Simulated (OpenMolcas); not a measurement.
# Si2H4F2 (SMILES F[SiH2][SiH2]F) at 6 levels

We compute a comparison of 6 runs (HF/3-21G, BHLYP/6-31G*, PBE0/6-31G*, TPSS/6-31G*, r2SCAN/6-31G*, MP2/6-31G*) of Si2H4F2. 

The results are computed with OpenMolcas 26.06.

1 further run of the same task is left out (set aside as unsound or not needed).

**1. The structure to begin with**

The species is Si2H4F2 (8 atoms), meant as a singlet with charge 0. As SMILES, `F[SiH2][SiH2]F`. The Si3–H8 distance was set to 1.708 Å, away from the relaxed value.

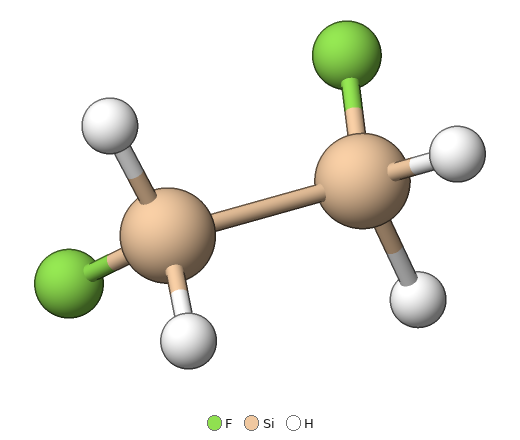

The structure, seen from a chosen angle (fluorine green, silicon light orange, hydrogen white).

**2. The energy at HF/3-21G (run 1)**

Contents of job.inp:

```
* F2H4Si2 Hartree-Fock

&GATEWAY
 BasLib = $CurrDir
 Coord
 8
 bohr
 F     -3.41940273     2.51450738    -0.77455716
 Si    -0.43930463     2.36767566    -0.23239474
 Si     0.91449516    -1.86096449    -0.17249042
 F      0.76785242    -3.05602729    -2.95586803
 H      0.87953523     3.85318936    -2.21547333
 H      0.04824471     3.53099106     2.27942923
 H      3.59072530    -1.96376559     0.68034298
 H     -0.90158833    -3.66965916     1.78919269
 Basis = 3-21G
 Group = NoSym

&SEWARD

&SCF
 Thresholds = 1e-10 1e-07 1e-07 1e-05
 PrOrbitals = 1
```

The basis set 3-21G is read from a file made from the Basis Set Exchange's data (not shown).

Run with:

```console
$ export MOLCAS_MEM=1860
$ pymolcas job.inp > job.log
```

Output:

```text
--- Start Module: gateway ---
[...]
--- Stop Module: gateway /rc=_RC_ALL_IS_WELL_ ---
--- Start Module: seward ---
[...]
      Basis functions           52
--- Stop Module: seward /rc=_RC_ALL_IS_WELL_ ---
[...]
--- Start Module: scf ---
[...]
       Convergence after  16 Iterations
[...]
::    Total SCF energy                               -774.9907215791
[...]
      Total spin, S                                     0.0000000000
[...]
      Total electronic charge=   50.000000
      Total            charge=   -0.000000
[...]
      Dipole Moment (debye):
      Origin of the operator (angstrom)=   -0.1806    0.0305   -0.4302
                   X=  1.9284E+00               Y=  8.5604E-01               Z=  1.6344E+00           Total=  2.6688E+00
      Quadrupole Moment (debye*angstrom):
[...]
--- Stop Module: scf /rc=_RC_ALL_IS_WELL_ ---
[...]
```

It took 3.6 s on 1 thread of AMD EPYC 7R43 (Zen 3), shared host; peak memory 0.38 GiB.

**3. The energy at BHLYP/6-31G(d) (spherical functions) (run 2)**

Contents of mol.input:

```
&GATEWAY
  BASLIB=$CurrDir
  COORD
  8
  bohr
  F     -3.41940273     2.51450738    -0.77455716
  Si    -0.43930463     2.36767566    -0.23239474
  Si     0.91449516    -1.86096449    -0.17249042
  F      0.76785242    -3.05602729    -2.95586803
  H      0.87953523     3.85318936    -2.21547333
  H      0.04824471     3.53099106     2.27942923
  H      3.59072530    -1.96376559     0.68034298
  H     -0.90158833    -3.66965916     1.78919269
  BASIS=6-31Gs
  GROUP=NoSym

&SEWARD
  GRIDINPUT
  Grid=UltraFine
  End of Grid

&SCF
  KSDFT=HYB_GGA_XC_BHANDHLYP
  THRESHOLDS=1e-10 1e-07 1e-07 1e-05
  PRORBITALS=1 2
```

The basis set 6-31G* is read from a file made from the Basis Set Exchange's data (not shown).

Run with:

```console
$ export MOLCAS_MEM=1860
$ pymolcas mol.input > mol.log
```

Output:

```text
--- Start Module: gateway ---
[...]
--- Stop Module: gateway /rc=_RC_ALL_IS_WELL_ ---
--- Start Module: seward ---
[...]
      Basis functions           72
--- Stop Module: seward /rc=_RC_ALL_IS_WELL_ ---
[...]
--- Start Module: scf ---
[...]
       Convergence after  14 Iterations
[...]
::    Total KS-DFT energy                            -781.0461980996
[...]
      Total spin, S                                     0.0000000000
[...]
      Total electronic charge=   50.000000
      Total            charge=   -0.000000
[...]
      Dipole Moment (debye):
      Origin of the operator (angstrom)=   -0.1806    0.0305   -0.4302
                   X=  1.5400E+00               Y=  7.3433E-01               Z=  1.1855E+00           Total=  2.0775E+00
      Quadrupole Moment (debye*angstrom):
[...]
--- Stop Module: scf /rc=_RC_ALL_IS_WELL_ ---
[...]
```

It took 19 s on 1 thread of AMD EPYC 7R43 (Zen 3), shared host; peak memory 0.42 GiB.

Runs 3 to 4 aren't shown in full; the table further down has their settings and results.

**4. A single-point energy at r2SCAN/6-31G(d) (spherical functions) (run 5)**

Contents of run.input:

```
* F2H4Si2 Kohn-Sham DFT
&gateway
baslib = $CurrDir
basisset
F.6-31Gs....
F1 -1.809470 1.330620 -0.409878 angstrom
F4 0.406330 -1.617180 -1.564178 angstrom
End of Basis
basisset
Si.6-31Gs....
Si2 -0.232470 1.252920 -0.122978 angstrom
Si3 0.483930 -0.984780 -0.091278 angstrom
End of Basis
basisset
H.6-31Gs....
H5 0.465430 2.039020 -1.172378 angstrom
H6 0.025530 1.868520 1.206222 angstrom
H7 1.900130 -1.039180 0.360022 angstrom
H8 -0.477100 -1.941900 0.946800 angstrom
End of Basis
&seward
gridinput
Grid=UltraFine
End of Grid
&scf
ksdft = 2
1.0 MGGA_X_R2SCAN
1.0 MGGA_C_R2SCAN
thresholds = 1e-10 1e-07 1e-07 1e-05
prorbitals = 1
```

The basis set 6-31G* is read from a file made from the Basis Set Exchange's data (not shown).

Run with:

```console
$ export MOLCAS_MEM=1860
$ pymolcas run.input > run.log
```

Output:

```text
--- Start Module: gateway ---
[...]
--- Stop Module: gateway /rc=_RC_ALL_IS_WELL_ ---
--- Start Module: seward ---
[...]
      Basis functions           72
--- Stop Module: seward /rc=_RC_ALL_IS_WELL_ ---
[...]
--- Start Module: scf ---
[...]
       Convergence after  13 Iterations
[...]
::    Total KS-DFT energy                            -780.9760276678
[...]
      Total spin, S                                     0.0000000000
[...]
      Total electronic charge=   50.000000
      Total            charge=   -0.000000
[...]
      Dipole Moment (debye):
      Origin of the operator (angstrom)=   -0.1806    0.0305   -0.4302
                   X=  1.3556E+00               Y=  6.6170E-01               Z=  9.9634E-01           Total=  1.8078E+00
      Quadrupole Moment (debye*angstrom):
[...]
--- Stop Module: scf /rc=_RC_ALL_IS_WELL_ ---
[...]
```

It took 23 s on 1 thread of AMD EPYC 7R43 (Zen 3), shared host; peak memory 0.42 GiB.

**5. A single-point energy at MP2/6-31G(d) (spherical functions) (run 6)**

Contents of test.input:

```
&GATEWAY
BasLib=$CurrDir
Coord
8
angstrom
F       -1.809470       1.330620      -0.409878
Si      -0.232470       1.252920      -0.122978
Si       0.483930      -0.984780      -0.091278
F        0.406330      -1.617180      -1.564178
H        0.465430       2.039020      -1.172378
H        0.025530       1.868520       1.206222
H        1.900130      -1.039180       0.360022
H       -0.477100      -1.941900       0.946800
Basis=6-31Gs
Group=NoSym
&SEWARD
&SCF
Thresholds=1e-10 1e-07 1e-07 1e-05
PrOrbitals=0
&MBPT2
Frozen=12
```

The basis set 6-31G* is read from a file made from the Basis Set Exchange's data (not shown).

Run with:

```console
$ export MOLCAS_MEM=1860
$ pymolcas test.input > test.log
```

Output:

```text
--- Start Module: gateway ---
[...]
--- Stop Module: gateway /rc=_RC_ALL_IS_WELL_ ---
[...]
      Basis functions           72
[...]
--- Start Module: scf ---
[...]
       Convergence after  13 Iterations
[...]
::    Total SCF energy                               -779.1255284275
[...]
      Total spin, S                                     0.0000000000
[...]
      Total electronic charge=   50.000000
      Total            charge=   -0.000000
[...]
      Dipole Moment (debye):
      Origin of the operator (angstrom)=   -0.1806    0.0305   -0.4302
                   X=  1.6612E+00               Y=  8.0091E-01               Z=  1.2568E+00           Total=  2.2317E+00
      Quadrupole Moment (debye*angstrom):
[...]
--- Stop Module: scf /rc=_RC_ALL_IS_WELL_ ---
[...]
--- Start Module: mbpt2 ---
[...]
WARNING!
Default frozen orbitals as non valence orbitals is overwritten by user input.
Default values:   6
[...]
       Reference weight ( Cref**2 )         =        0.87293
::    Total MBPT2 energy                             -779.6239763094
[...]
      Total MBPT2 calculations                           0.20      0.23
--- Stop Module: mbpt2 /rc=_RC_ALL_IS_WELL_ ---
[...]
```

It took 6.3 s on 1 thread of AMD EPYC 7R43 (Zen 3), shared host; peak memory 0.42 GiB.

**6. Overview of the runs**

| run | level | integration grid | frozen core orbitals | energy (Eh) | dipole moment (D) of the reference | HOMO energy (eV) | LUMO energy (eV) | wall time |
| --- | --- | --- | --- | --- | --- | --- | --- | --- |
| 1 | HF/3-21G | – | – | -774.990722 | 2.67 | -11.34 | 2.88 | 3.6 s |
| 2 | BHLYP/6-31G* (spherical functions) | UltraFine | – | -781.046198 | 2.08 | -9.48 | 0.27 | 19 s |
| 3 | PBE0/6-31G* (spherical functions) | UltraFine | – | -780.677091 | 1.92 | -8.29 | -0.65 | 20 s |
| 4 | TPSS/6-31G* (spherical functions) | UltraFine | – | -781.176496 | 1.69 | -7.19 | -1.31 | 25 s |
| 5 | r2SCAN/6-31G* (spherical functions) | UltraFine | – | -780.976028 | 1.81 | -7.34 | -1.14 | 23 s |
| 6 | MP2/6-31G* (spherical functions) | – | 12 | -779.623976 | 2.23 | -11.33 | 2.59 | 6.3 s |

**7. Results**

```
                                           quantity          value
                                run 6: total energy  -779.62398 Eh
          run 6: dipole moment (mean-field density)         2.23 D
         run 6: HOMO energy (Hartree–Fock orbitals)      -11.33 eV
         run 6: LUMO energy (Hartree–Fock orbitals)        2.59 eV
       run 6: HOMO–LUMO gap (Hartree–Fock orbitals)       13.92 eV
run 6: correlation energy (12 core orbitals frozen)     -498.4 mEh
```

In words: Over runs 1, 2, 3, 4, 5 the dipole moment (its size) runs from 1.69 D (TPSS/6-31G*) to 2.67 D (HF/3-21G). The two ends differ in method and basis. Over runs 1, 2, 3, 4, 5 the HOMO–LUMO gap runs from 5.88 eV (TPSS/6-31G*) to 14.22 eV (HF/3-21G). Totals of different functionals can't be ranked against each other. All runs together took 97 s, the longest 25 s.
